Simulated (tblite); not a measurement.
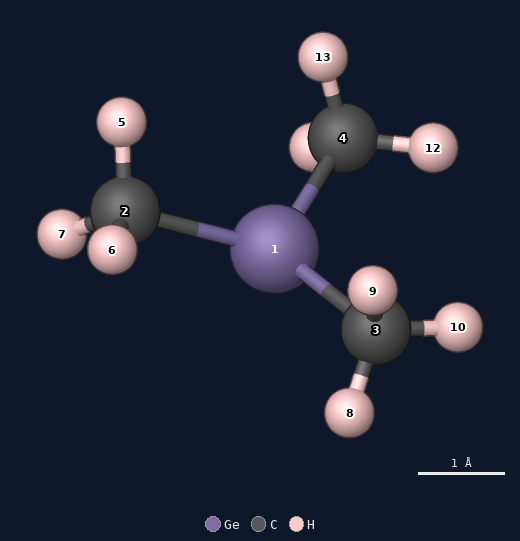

Fig. 1: The structure as given in the input (ball-and-stick view, seen at a tilt; atoms are numbered from 1 in the order of the input). Sticks mark near contacts. Bond lengths as drawn: C–Ge 1.91 to 1.94 Å and C–H 1.02 to 1.06 Å.

# Run report: C3H9Ge, geometry relaxation

- system: C3H9Ge, multiplicity 2, SMILES [CH3][Ge]([CH3])[CH3]
- method: GFN2-xTB geometry optimisation, gas phase (tblite 0.8.0)

What the program printed:
```
step      E/eV     max force
  0    -349.14417    3.593
  1    -349.68980    2.891
  2    -349.96699    1.797
  3    -350.08176    0.687
  4    -350.11829    0.461
  5    -350.14358    0.421
  6    -350.16374    0.454
  7    -350.19334    0.430
  8    -350.21528    0.326
  9    -350.22654    0.298
 10    -350.23705    0.258
 11    -350.24617    0.221
 12    -350.25219    0.205
 13    -350.25648    0.158
 14    -350.26053    0.244
 15    -350.26682    0.355
 16    -350.27770    0.411
 17    -350.29173    0.327
 18    -350.30198    0.266
 19    -350.30798    0.152
 20    -350.31125    0.105
 21    -350.31262    0.085
 22    -350.31370    0.081
 23    -350.31431    0.054
 24    -350.31455    0.038
 25    -350.31472    0.037
 26    -350.31498    0.046
 27    -350.31545    0.086
 28    -350.31618    0.111
 29    -350.31704    0.097
 30    -350.31783    0.070
 31    -350.31852    0.077
 32    -350.31923    0.079
 33    -350.32033    0.115
 34    -350.32256    0.150
 35    -350.32817    0.177
 36    -350.32989    0.370
 37    -350.33801    0.281
 38    -350.34301    0.137
 39    -350.34434    0.187
 40    -350.34672    0.082
 41    -350.34750    0.074
 42    -350.34885    0.059
 43    -350.34948    0.065
 44    -350.35053    0.067
 45    -350.35114    0.077
 46    -350.35199    0.084
 47    -350.35311    0.079
 48    -350.35455    0.064
 49    -350.35571    0.055
 50    -350.35619    0.067
 51    -350.35519    0.128
 52    -350.35678    0.057
 53    -350.35705    0.058
 54    -350.35945    0.143
 55    -350.36145    0.080
 56    -350.36308    0.096
 57    -350.36515    0.064
 58    -350.36550    0.052
 59    -350.36598    0.047
 60    -350.36632    0.040
 61    -350.36655    0.036
 62    -350.36667    0.032
 63    -350.36681    0.030
 64    -350.36697    0.033
 65    -350.36710    0.028
 66    -350.36717    0.021
 67    -350.36721    0.015
 68    -350.36724    0.016
 69    -350.36727    0.017
 70    -350.36731    0.015
 71    -350.36735    0.016
 72    -350.36741    0.021
 73    -350.36746    0.020
 74    -350.36750    0.024
 75    -350.36753    0.019
 76    -350.36755    0.010
 77    -350.36757    0.012
 78    -350.36758    0.013
 79    -350.36760    0.020
 80    -350.36763    0.024
 81    -350.36768    0.022
 82    -350.36773    0.016
 83    -350.36776    0.015
 84    -350.36779    0.015
 85    -350.36783    0.018
 86    -350.36788    0.019
 87    -350.36793    0.019
 88    -350.36798    0.025
 89    -350.36804    0.032
 90    -350.36815    0.038
 91    -350.36832    0.043
 92    -350.36850    0.035
 93    -350.36861    0.020
 94    -350.36864    0.018
 95    -350.36865    0.013
 96    -350.36867    0.009
 97    -350.36868    0.009
 98    -350.36869    0.008
 99    -350.36870    0.005
```

Trajectory as extended XYZ (Å, eV, eV/Å), 17 of the 26 frames kept, from step=0 to step=99:
```
13
Properties=species:S:1:pos:R:3:forces:R:3 step=0 energy=-349.14417
Ge   -1.1031   -1.1627    0.5061    1.2430  -3.3060   0.6630
C     0.4697   -0.2214    1.1529   -0.8110   1.3970  -1.5330
C    -1.1993   -1.4129   -1.4187   -0.2270   1.1360   0.8930
C    -2.7482   -0.7927    1.4036   -0.3990   0.8450  -1.6150
H     0.1612    0.7235    1.5021   -0.2110   1.3040   0.5090
H     1.1691   -0.0610    0.3709    0.6680   0.0270  -0.6180
H     0.9061   -0.7213    1.9264    1.1590  -1.3220   1.8970
H    -0.5363   -2.1448   -1.6987    1.4960  -1.5930  -0.6750
H    -0.9503   -0.5205   -1.8800    0.4330   1.6740  -1.2340
H    -2.1580   -1.6927   -1.6794   -1.8990  -0.5560  -0.6210
H    -2.8329   -1.3701    2.2400   -0.3240  -1.4810   2.0850
H    -3.5529   -0.9780    0.7371   -0.8220  -0.2380  -0.4340
H    -2.7732    0.2031    1.6774   -0.3060   2.1130   0.6840
13
Properties=species:S:1:pos:R:3:forces:R:3 step=8 energy=-350.21528
Ge   -1.0277   -1.4644    0.6006    0.0640   0.2040  -0.1110
C     0.4834   -0.1972    1.1650   -0.0100  -0.0550  -0.0270
C    -1.1908   -1.4140   -1.4434    0.0150  -0.0310   0.0870
C    -2.7688   -0.7814    1.4159   -0.0730  -0.0590   0.0000
H     0.1437    0.7765    1.4997   -0.2310  -0.0200  -0.0190
H     1.1943   -0.0483    0.3620   -0.0020  -0.0730  -0.1680
H     1.0127   -0.6661    1.9840    0.1130  -0.0050   0.1740
H    -0.5116   -2.1562   -1.8410    0.1170  -0.1230  -0.1170
H    -0.9533   -0.4678   -1.9104    0.0840   0.2470   0.1950
H    -2.1927   -1.6876   -1.7401   -0.2120  -0.0970   0.0220
H    -2.9534   -1.3462    2.3191   -0.0480  -0.0740   0.2380
H    -3.6010   -0.9667    0.7520   -0.0780  -0.0920  -0.2260
H    -2.7827    0.2679    1.6763    0.2600   0.1780  -0.0470
13
Properties=species:S:1:pos:R:3:forces:R:3 step=12 energy=-350.25219
Ge   -1.0194   -1.4684    0.5999   -0.0470  -0.1810   0.0830
C     0.4929   -0.2077    1.1725    0.0280   0.0310   0.0110
C    -1.1872   -1.4254   -1.4484   -0.0160   0.0300  -0.0620
C    -2.7822   -0.7922    1.4267    0.0240   0.0260  -0.0050
H     0.1036    0.7586    1.4838   -0.0660  -0.0560  -0.0440
H     1.1850   -0.0590    0.3479   -0.0410  -0.0340   0.0020
H     1.0489   -0.6342    2.0081   -0.0960   0.0480  -0.1010
H    -0.5072   -2.1553   -1.8918   -0.0740   0.1270   0.0960
H    -0.9494   -0.4457   -1.8595   -0.0170  -0.0270   0.1330
H    -2.2018   -1.6920   -1.7421    0.0930   0.0310   0.0740
H    -2.9924   -1.3300    2.3534    0.0580   0.1000  -0.1550
H    -3.6036   -0.9723    0.7358    0.0880   0.0060   0.0420
H    -2.7354    0.2722    1.6535    0.0670  -0.1000  -0.0730
13
Properties=species:S:1:pos:R:3:forces:R:3 step=20 energy=-350.31125
Ge   -1.0018   -1.5990    0.6407    0.0090  -0.0210   0.0300
C     0.4433   -0.2516    1.1427    0.0640   0.0120   0.0510
C    -1.1912   -1.4132   -1.3714    0.0140  -0.0340  -0.0990
C    -2.7249   -0.8133    1.3843   -0.0460   0.0100   0.0740
H    -0.0398    0.6884    1.3973    0.0240  -0.0050  -0.0840
H     1.1227   -0.1034    0.3079   -0.0630   0.0110   0.0010
H     1.0332   -0.5642    1.9987   -0.0300  -0.0480   0.0240
H    -0.5063   -2.0694   -1.9006    0.0440   0.0280   0.0100
H    -0.9620   -0.3854   -1.6441   -0.0800  -0.0360   0.0080
H    -2.2001   -1.6650   -1.6872    0.0270   0.0730   0.0310
H    -2.9957   -1.2513    2.3398    0.0250  -0.0120   0.0330
H    -3.5504   -0.9765    0.6973    0.0620   0.0290  -0.0150
H    -2.5751    0.2526    1.5343   -0.0510  -0.0080  -0.0650
13
Properties=species:S:1:pos:R:3:forces:R:3 step=24 energy=-350.31455
Ge   -0.9992   -1.6073    0.6452   -0.0180   0.0090   0.0010
C     0.4437   -0.2555    1.1454   -0.0070  -0.0060  -0.0090
C    -1.1888   -1.4158   -1.3713    0.0020   0.0140   0.0150
C    -2.7236   -0.8146    1.3887    0.0150   0.0010  -0.0050
H    -0.0441    0.6854    1.3825    0.0060   0.0070  -0.0030
H     1.1135   -0.1048    0.3051    0.0210  -0.0310  -0.0060
H     1.0305   -0.5662    2.0034   -0.0080  -0.0020   0.0110
H    -0.4983   -2.0626   -1.9032    0.0090   0.0170  -0.0130
H    -0.9724   -0.3842   -1.6329   -0.0070   0.0210  -0.0030
H    -2.1999   -1.6560   -1.6826   -0.0020  -0.0270  -0.0030
H    -2.9943   -1.2484    2.3460    0.0010   0.0220   0.0070
H    -3.5412   -0.9742    0.6930    0.0090  -0.0330   0.0050
H    -2.5737    0.2528    1.5205   -0.0210   0.0080   0.0030
13
Properties=species:S:1:pos:R:3:forces:R:3 step=32 energy=-350.31923
Ge   -0.9994   -1.6069    0.6480   -0.0720   0.0080   0.0100
C     0.4449   -0.2696    1.1424    0.0270   0.0060   0.0140
C    -1.1881   -1.4012   -1.3691    0.0020   0.0070   0.0140
C    -2.7214   -0.8083    1.3968    0.0100  -0.0300  -0.0180
H    -0.0276    0.6867    1.3461    0.0050   0.0080  -0.0200
H     1.1303   -0.1607    0.3094    0.0600   0.0090  -0.0030
H     1.0077   -0.5688    2.0195    0.0220   0.0050   0.0250
H    -0.4759   -2.0130   -1.9140    0.0230   0.0050   0.0270
H    -1.0111   -0.3589   -1.6199   -0.0300   0.0090   0.0130
H    -2.1883   -1.6804   -1.6815   -0.0250  -0.0020  -0.0200
H    -2.9871   -1.2142    2.3687    0.0260  -0.0010  -0.0340
H    -3.5236   -1.0245    0.6987   -0.0610   0.0230   0.0440
H    -2.6084    0.2686    1.4948    0.0140  -0.0470  -0.0500
13
Properties=species:S:1:pos:R:3:forces:R:3 step=36 energy=-350.32989
Ge   -1.0079   -1.6398    0.6609   -0.1220  -0.0270   0.0630
C     0.4733   -0.3466    1.1335    0.2070   0.2250  -0.2090
C    -1.2060   -1.3322   -1.3336   -0.0560   0.0060  -0.1370
C    -2.7304   -0.8158    1.3902   -0.1590   0.0050  -0.2320
H     0.0345    0.6551    1.1229    0.1540  -0.1750   0.0000
H     1.2548   -0.4082    0.3705   -0.1830   0.0710   0.1410
H     0.9420   -0.5164    2.0944   -0.0740  -0.0220   0.1070
H    -0.3725   -1.7365   -1.9108   -0.1540   0.0780   0.1230
H    -1.2361   -0.2473   -1.4673   -0.0390  -0.2220  -0.0560
H    -2.1349   -1.7741   -1.7018    0.2080   0.1400   0.0270
H    -2.9354   -1.0513    2.4308    0.1050   0.0630  -0.0490
H    -3.5557   -1.2097    0.7873    0.1510   0.1870   0.1690
H    -2.6737    0.2715    1.2627   -0.0370  -0.3290   0.0530
13
Properties=species:S:1:pos:R:3:forces:R:3 step=44 energy=-350.35053
Ge   -1.0228   -1.6136    0.6516   -0.0050  -0.0010  -0.0130
C     0.5053   -0.3522    1.1335   -0.0460   0.0260   0.0050
C    -1.2200   -1.3096   -1.3393    0.0170  -0.0070  -0.0650
C    -2.7546   -0.8257    1.3820    0.0240   0.0290   0.0240
H     0.1278    0.6653    1.0752   -0.0090   0.0000   0.0060
H     1.3114   -0.4675    0.4137   -0.0240  -0.0240   0.0580
H     0.8962   -0.5227    2.1316   -0.0120  -0.0020  -0.0210
H    -0.3503   -1.6651   -1.8833    0.0030   0.0240  -0.0100
H    -1.3199   -0.2376   -1.4978   -0.0010  -0.0400  -0.0100
H    -2.0985   -1.8084   -1.7360   -0.0120   0.0120   0.0040
H    -2.8805   -1.0115    2.4439   -0.0020  -0.0090  -0.0100
H    -3.5996   -1.2514    0.8472    0.0350  -0.0010   0.0510
H    -2.7427    0.2487    1.2175    0.0320  -0.0070  -0.0180
13
Properties=species:S:1:pos:R:3:forces:R:3 step=48 energy=-350.35455
Ge   -1.0254   -1.6263    0.6467    0.0020  -0.0040  -0.0350
C     0.4964   -0.3707    1.1369    0.0530   0.0170  -0.0310
C    -1.2222   -1.2897   -1.3430   -0.0440  -0.0330   0.0230
C    -2.7450   -0.8303    1.3859   -0.0310   0.0030  -0.0440
H     0.1596    0.6548    1.0109   -0.0470  -0.0120   0.0130
H     1.3264   -0.5459    0.4567   -0.0030  -0.0010   0.0590
H     0.8476   -0.5022    2.1546   -0.0180  -0.0030   0.0100
H    -0.3306   -1.5709   -1.8927    0.0140   0.0040  -0.0070
H    -1.3943   -0.2235   -1.4654    0.0090   0.0010  -0.0350
H    -2.0688   -1.8312   -1.7525   -0.0020   0.0060  -0.0250
H    -2.8477   -0.9464    2.4591    0.0310  -0.0060   0.0050
H    -3.5982   -1.2976    0.9003    0.0270   0.0090   0.0500
H    -2.7457    0.2286    1.1424    0.0110   0.0180   0.0170
13
Properties=species:S:1:pos:R:3:forces:R:3 step=56 energy=-350.36308
Ge   -1.0312   -1.6276    0.6062   -0.0280  -0.0010  -0.0160
C     0.4888   -0.3931    1.1541   -0.0290  -0.0080  -0.0480
C    -1.2409   -1.2678   -1.3789    0.0380   0.0040  -0.0180
C    -2.7228   -0.8265    1.3928   -0.0200   0.0240  -0.0510
H     0.1950    0.6326    0.9494   -0.0280  -0.0040  -0.0330
H     1.3727   -0.6308    0.5697    0.0220   0.0330   0.0500
H     0.7267   -0.4800    2.2078    0.0230  -0.0290   0.0340
H    -0.3158   -1.4669   -1.9074    0.0650   0.0040  -0.0290
H    -1.4974   -0.2188   -1.5041   -0.0020  -0.0060   0.0100
H    -2.0203   -1.8750   -1.8242   -0.0690  -0.0160   0.0110
H    -2.7318   -0.8639    2.4744    0.0250  -0.0010   0.0930
H    -3.6021   -1.3460    1.0241    0.0090   0.0130  -0.0100
H    -2.7689    0.2126    1.0758   -0.0060  -0.0140   0.0070
13
Properties=species:S:1:pos:R:3:forces:R:3 step=64 energy=-350.36697
Ge   -1.0352   -1.6407    0.5789    0.0050   0.0090   0.0090
C     0.4703   -0.4060    1.1621    0.0030   0.0100  -0.0090
C    -1.2413   -1.2676   -1.4065    0.0190   0.0080   0.0060
C    -2.7029   -0.8215    1.3999    0.0060   0.0160  -0.0160
H     0.1706    0.6117    0.9253    0.0020  -0.0040  -0.0010
H     1.3907   -0.6330    0.6331   -0.0090  -0.0040   0.0020
H     0.6585   -0.4763    2.2287   -0.0130  -0.0020  -0.0030
H    -0.3093   -1.4424   -1.9332    0.0170  -0.0120  -0.0150
H    -1.5195   -0.2235   -1.5223   -0.0010   0.0050   0.0070
H    -2.0123   -1.8866   -1.8523   -0.0220  -0.0060  -0.0090
H    -2.6604   -0.8333    2.4835   -0.0100  -0.0240   0.0210
H    -3.5981   -1.3434    1.0769    0.0030   0.0040   0.0190
H    -2.7592    0.2113    1.0657    0.0000  -0.0010  -0.0110
13
Properties=species:S:1:pos:R:3:forces:R:3 step=68 energy=-350.36724
Ge   -1.0341   -1.6399    0.5778   -0.0070  -0.0020  -0.0060
C     0.4683   -0.4041    1.1612   -0.0100  -0.0040   0.0010
C    -1.2378   -1.2701   -1.4094   -0.0090  -0.0040   0.0010
C    -2.7010   -0.8196    1.4013    0.0040  -0.0090   0.0030
H     0.1652    0.6128    0.9278    0.0020   0.0150  -0.0030
H     1.3897   -0.6266    0.6334    0.0050  -0.0070  -0.0040
H     0.6525   -0.4793    2.2278    0.0010   0.0080   0.0100
H    -0.3088   -1.4507   -1.9403    0.0020  -0.0090   0.0020
H    -1.5119   -0.2248   -1.5240    0.0060   0.0080   0.0000
H    -2.0156   -1.8848   -1.8513    0.0010   0.0040  -0.0030
H    -2.6600   -0.8399    2.4855    0.0060  -0.0010   0.0040
H    -3.5980   -1.3384    1.0792   -0.0050  -0.0060  -0.0050
H    -2.7566    0.2142    1.0709    0.0040   0.0050   0.0000
13
Properties=species:S:1:pos:R:3:forces:R:3 step=76 energy=-350.36755
Ge   -1.0344   -1.6400    0.5768    0.0050   0.0050   0.0050
C     0.4619   -0.3956    1.1610   -0.0010  -0.0060  -0.0020
C    -1.2355   -1.2770   -1.4118   -0.0050   0.0000   0.0000
C    -2.6996   -0.8214    1.4028    0.0010  -0.0050   0.0020
H     0.1531    0.6227    0.9398   -0.0020  -0.0040  -0.0060
H     1.3801   -0.6095    0.6236    0.0060  -0.0010   0.0000
H     0.6561   -0.4787    2.2255   -0.0030   0.0040   0.0010
H    -0.3126   -1.4854   -1.9436   -0.0030  -0.0010   0.0010
H    -1.4813   -0.2250   -1.5296    0.0060   0.0050  -0.0060
H    -2.0304   -1.8728   -1.8494    0.0030   0.0050   0.0050
H    -2.6632   -0.8618    2.4868   -0.0030   0.0020  -0.0010
H    -3.5996   -1.3258    1.0665   -0.0010  -0.0030   0.0000
H    -2.7425    0.2191    1.0912   -0.0020  -0.0010   0.0020
13
Properties=species:S:1:pos:R:3:forces:R:3 step=80 energy=-350.36763
Ge   -1.0333   -1.6391    0.5788   -0.0090  -0.0090  -0.0200
C     0.4620   -0.3945    1.1603    0.0080   0.0070   0.0000
C    -1.2353   -1.2773   -1.4112    0.0110   0.0090   0.0030
C    -2.7002   -0.8230    1.4034   -0.0060   0.0090   0.0030
H     0.1498    0.6230    0.9392    0.0060  -0.0070  -0.0030
H     1.3799   -0.6065    0.6210   -0.0040   0.0020   0.0080
H     0.6579   -0.4769    2.2248   -0.0010   0.0060  -0.0060
H    -0.3144   -1.4936   -1.9437   -0.0070  -0.0050   0.0050
H    -1.4717   -0.2231   -1.5324    0.0000  -0.0070   0.0020
H    -2.0347   -1.8683   -1.8467    0.0000   0.0070   0.0070
H    -2.6671   -0.8663    2.4873   -0.0040  -0.0050   0.0030
H    -3.6003   -1.3248    1.0625    0.0090   0.0010   0.0030
H    -2.7406    0.2191    1.0965   -0.0040  -0.0060  -0.0040
13
Properties=species:S:1:pos:R:3:forces:R:3 step=88 energy=-350.36798
Ge   -1.0339   -1.6397    0.5753    0.0050   0.0120  -0.0080
C     0.4604   -0.3937    1.1583    0.0070   0.0060   0.0010
C    -1.2339   -1.2700   -1.4134   -0.0020  -0.0120   0.0070
C    -2.7004   -0.8294    1.4084    0.0000   0.0030  -0.0080
H     0.1577    0.6218    0.9162   -0.0040  -0.0020  -0.0060
H     1.3860   -0.6169    0.6371   -0.0030  -0.0070   0.0030
H     0.6397   -0.4590    2.2266    0.0000   0.0000   0.0050
H    -0.3181   -1.5074   -1.9457   -0.0100   0.0100  -0.0020
H    -1.4538   -0.2128   -1.5411    0.0120  -0.0160   0.0150
H    -2.0442   -1.8504   -1.8430   -0.0040   0.0060  -0.0060
H    -2.6644   -0.8709    2.4923    0.0060   0.0010  -0.0030
H    -3.6003   -1.3339    1.0717    0.0040  -0.0030  -0.0040
H    -2.7430    0.2111    1.0971   -0.0100   0.0020   0.0070
13
Properties=species:S:1:pos:R:3:forces:R:3 step=92 energy=-350.36850
Ge   -1.0317   -1.6385    0.5722   -0.0150  -0.0240  -0.0100
C     0.4593   -0.3931    1.1544    0.0120   0.0310   0.0130
C    -1.2344   -1.2630   -1.4134    0.0200   0.0110  -0.0080
C    -2.6992   -0.8386    1.4099   -0.0040   0.0230   0.0040
H     0.1751    0.6179    0.8721    0.0070  -0.0130  -0.0050
H     1.3963   -0.6439    0.6676    0.0000   0.0050   0.0020
H     0.6067   -0.4261    2.2291    0.0050  -0.0030   0.0040
H    -0.3270   -1.5185   -1.9520   -0.0110   0.0050  -0.0010
H    -1.4260   -0.1990   -1.5331   -0.0030  -0.0300   0.0040
H    -2.0601   -1.8212   -1.8425   -0.0080   0.0110  -0.0010
H    -2.6516   -0.8723    2.4934    0.0010  -0.0090   0.0120
H    -3.5965   -1.3555    1.0858   -0.0010  -0.0030  -0.0060
H    -2.7589    0.2005    1.0961   -0.0030  -0.0040  -0.0090
13
Properties=species:S:1:pos:R:3:forces:R:3 step=99 energy=-350.36870
Ge   -1.0311   -1.6406    0.5736    0.0000   0.0000  -0.0040
C     0.4604   -0.3906    1.1537    0.0010   0.0020  -0.0010
C    -1.2329   -1.2626   -1.4121    0.0000   0.0020  -0.0030
C    -2.7009   -0.8414    1.4110    0.0030  -0.0010  -0.0030
H     0.1781    0.6166    0.8584   -0.0010   0.0030   0.0010
H     1.3991   -0.6461    0.6728    0.0020  -0.0010   0.0030
H     0.6033   -0.4135    2.2292    0.0010  -0.0010   0.0030
H    -0.3326   -1.5305   -1.9561   -0.0050   0.0000   0.0000
H    -1.4086   -0.1962   -1.5280   -0.0010  -0.0040   0.0010
H    -2.0705   -1.8048   -1.8391    0.0000   0.0010   0.0030
H    -2.6545   -0.8797    2.4947   -0.0030   0.0010   0.0000
H    -3.5962   -1.3597    1.0831    0.0020   0.0010   0.0000
H    -2.7617    0.1978    1.0985    0.0000  -0.0020  -0.0010
```

The run was set up as follows.

Input:
```
{"job": {"kind": "relax", "xc": "GFN2-xTB", "basis": "xTB"}, "charge": 0, "multiplicity": 2}
Ge    -1.103060    -1.162669     0.506101
C      0.469670    -0.221399     1.152891
C     -1.199289    -1.412856    -1.418734
C     -2.748184    -0.792679     1.403590
H      0.161240     0.723523     1.502150
H      1.169118    -0.061010     0.370909
H      0.906052    -0.721293     1.926400
H     -0.536253    -2.144814    -1.698694
H     -0.950295    -0.520482    -1.879968
H     -2.158011    -1.692683    -1.679440
H     -2.832907    -1.370131     2.239994
H     -3.552917    -0.977959     0.737127
H     -2.773196     0.203139     1.677438
```

The first line tells a small driver script what to run in tblite; the rest is the geometry in Å.

Run as:
```bash
OMP_NUM_THREADS=1 python <driver script> task.json out
```

Key numbers:

| quantity | value |
| --- | --- |
| outcome | converged |
| total energy | −350.3687 eV |
| hardware | 1 CPU thread, shared host |
| wall time | 1.5 s |
| peak memory | 0.17 GiB |
